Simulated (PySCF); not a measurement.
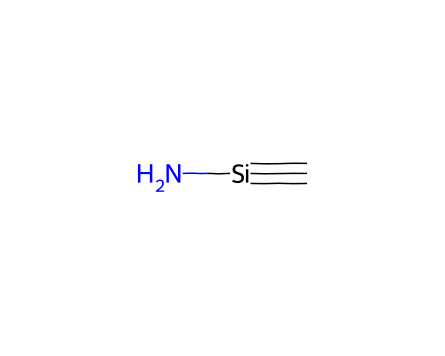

Source: calculation with PySCF.

A structural formula.

Q: Give its SMILES.

A: C#[Si]N

Q: Give the formula, hydrogens included.

A: CH3NSi.

Q: An optimisation with PBE0-D4/def2-TZVP gave a structure of which point group?

A: Cs.
